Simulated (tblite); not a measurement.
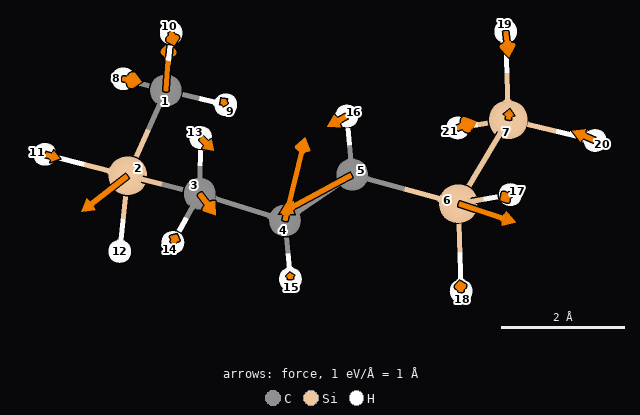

Starting geometry of C4H14Si3 with the computed forces as orange arrows. The picture is a ball-and-stick view, seen from a free direction.

Computed with GFN2-xTB geometry optimisation, gas phase in tblite 0.8.0. 

**What follows when this structure is relaxed?**

It isn't relaxed: the largest force vector, on C4, is 1.64 eV/Å. The final displacements have little in common with the starting forces (cosine between the two patterns 0.07). The energy falls by 3.76 kcal/mol in 137 geometry steps. The largest move after the best rigid fit is that of H8, 0.69 Å. Largest moves by element: H 0.69 Å, C 0.44 Å, Si 0.34 Å. Near-neighbour distances that change, for instance: C1–Si2 1.857 → 1.897 Å, C5–Si6 1.841 → 1.875 Å, Si7–H19 1.499 → 1.467 Å, C4–C5 1.352 → 1.329 Å. Among the angles between lasting bonds that change: Si2–C3–C4 114.3° → 110.1°, C4–C5–H16 121.2° → 117.5°, Si6–C5–H16 114.0° → 117.2°. Cost: 1.2 s on 1 thread of Arm Neoverse V1 (shared host).
